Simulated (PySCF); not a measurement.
System: C₄H₅BF₃PS.

```xyz
15

F    -1.9924   -0.5256   -1.7884
B    -2.4593    0.0569   -0.6660
F    -3.6761   -0.3373   -0.2773
F    -2.2096    1.3717   -0.5640
P    -1.0254   -0.7908    0.7718
C     0.5960   -0.0863    0.4446
C     1.1544   -0.0341   -0.8638
C     2.3530    0.5946   -0.8841
S     2.8254    1.1486    0.6743
C     1.3921    0.5246    1.3718
H    -1.0613   -0.7443    2.1570
H    -0.7726   -2.1496    0.6331
H     0.6649   -0.4426   -1.7300
H     2.9950    0.7762   -1.7226
H     1.2116    0.6460    2.4218
```

Geometry: GFN2-xTB.

Computed with PySCF, PBE0/pcSseg-1, SCF density, gas phase, non-relativistic.

> What can the converged electron density and electron localisation function tell about the bonding?

C–C (1.35 Å): ρ at the midpoint is about 2.2 e/Å³; the ELF peaks at about 0.95 between the atoms: a covalent bond.
C–S (1.71 Å): ρ at the midpoint is about 1.5 e/Å³; the ELF peaks at about 0.90 between the atoms: a covalent bond.
C–P (1.80 Å): ρ at the midpoint is about 1.2 e/Å³; the ELF peaks at about 0.95 between the atoms: a covalent bond.
C–H (1.07 Å): the density is about 2.1 e/Å³ at the midpoint; the ELF climbs to about 1 towards the hydrogen, as it does in any bond to H; a covalent bond by its length.

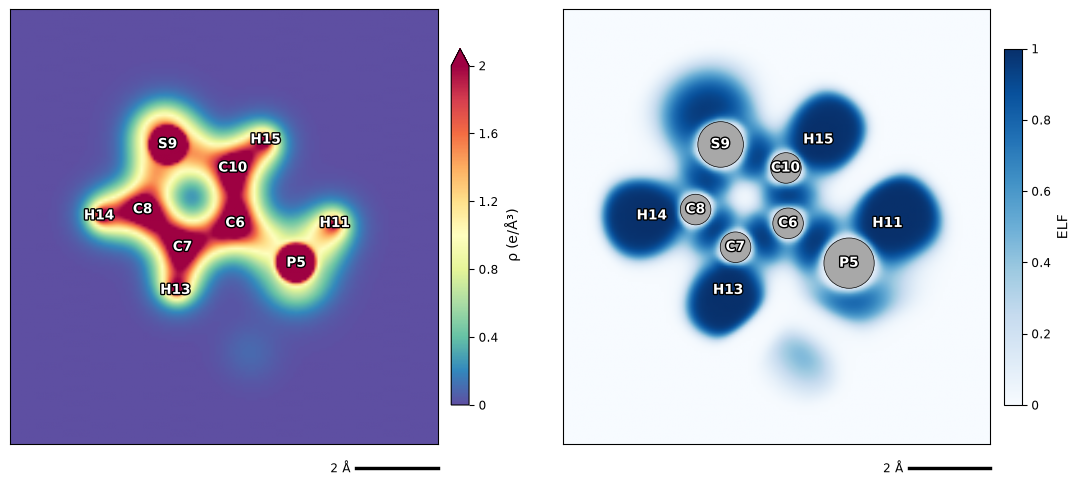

Computed electron density and electron localisation function on the plane of atoms C6, C7 and C8, in this order. Grey discs cover the atomic cores in the ELF map. 
